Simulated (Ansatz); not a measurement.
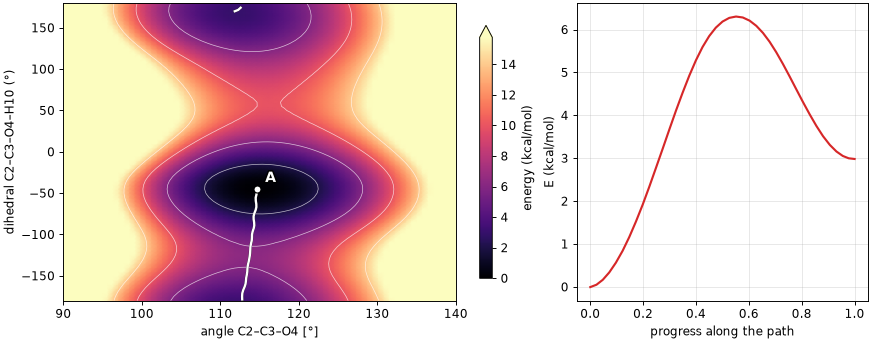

C3H6FInO, SMILES C=C[C](O)(F)[InH2]. 
- The first coordinate is: angle C2–C3–O4; the second: dihedral C2–C3–O4–H10.
- Nothing is relaxed (all other coordinates rigid).
- Grid: 9 × 10 points.
- Points are written as (first, second).
- All energies are given in kcal/mol relative to the relaxed molecule at the same level.
- The calculation used RKS PBE-D4/def2-SVP in Ansatz.

In the figure: a smooth colour map with a few white contour lines, a line along the lowest path, one colour for all values above the top of the scale, the energy along the path at the right, the start A. Between grid points the surface is interpolated.

Q: Describe the path and its barrier.

A: The easiest path leads from the well at about (115°, −45°) to the well at about (112°, 170°), about 3 kcal/mol higher. Its highest point lies about 6.3 kcal/mol above the bottom of the first well on the interpolated surface, at about (114°, −125°). Seen from the upper well the barrier is about 3.3 kcal/mol. The start is the relaxed structure and all else is held, so a fully relaxed path at this level can only be lower.
